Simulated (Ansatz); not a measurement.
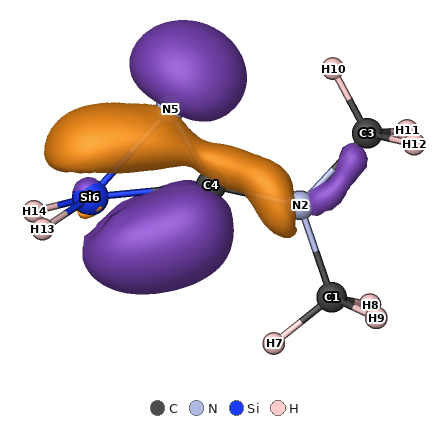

C$_{3}$H$_{8}$N$_{2}$Si (SMILES CN(C)C1=N[SiH2]1). The HOMO at ±0.15 Å⁻³ᐟ² (orange and purple are the two phases), seen at a tilt.

Method: RHF/def2-SVP in Ansatz.

Input file:

```
crystal:
  periodic: [false, false, false]
  atoms:
    - { symbol: C, position_ang: [-0.8781, -0.8595, 1.0903] }
    - { symbol: "N", position_ang: [0.2256, -0.2337, 0.421] }
    - { symbol: C, position_ang: [1.41, -1.0366, 0.4097] }
    - { symbol: C, position_ang: [0.1673, 0.7149, -0.5437] }
    - { symbol: "N", position_ang: [0.781, 1.2349, -1.4693] }
    - { symbol: Si, position_ang: [-0.9328, 1.8874, -1.3471] }
    - { symbol: H, position_ang: [-1.6446, -0.0458, 1.3211] }
    - { symbol: H, position_ang: [-1.3556, -1.5482, 0.4263] }
    - { symbol: H, position_ang: [-0.6395, -1.2784, 2.0629] }
    - { symbol: H, position_ang: [2.3292, -0.4189, 0.2562] }
    - { symbol: H, position_ang: [1.3752, -1.8138, -0.3259] }
    - { symbol: H, position_ang: [1.6093, -1.5154, 1.4111] }
    - { symbol: H, position_ang: [-0.8586, 3.3483, -1.0615] }
    - { symbol: H, position_ang: [-1.6014, 1.5358, -2.6223] }
basis:
  gaussian: { orbitals: def2-SVP }
hamiltonian:
  xc: hf
relax:
  f_tol: 0.015
  max_steps: 40
output:
  orbitals: {}
```

Launched as:

```sh
ansatz run input.yaml --threads 2 --pin off --max-ram 3072MiB --backend cpu --events-out ev --progress --plain --runs-dir out
```

The fields are those of the relaxed geometry.

**Describe this orbital and give its energy.**

Its weight (Hirshfeld) is mainly on N5 (about 40 %), Si6 (about 25 %) and C4 (about 20 %). Its energy is −9.30 eV.
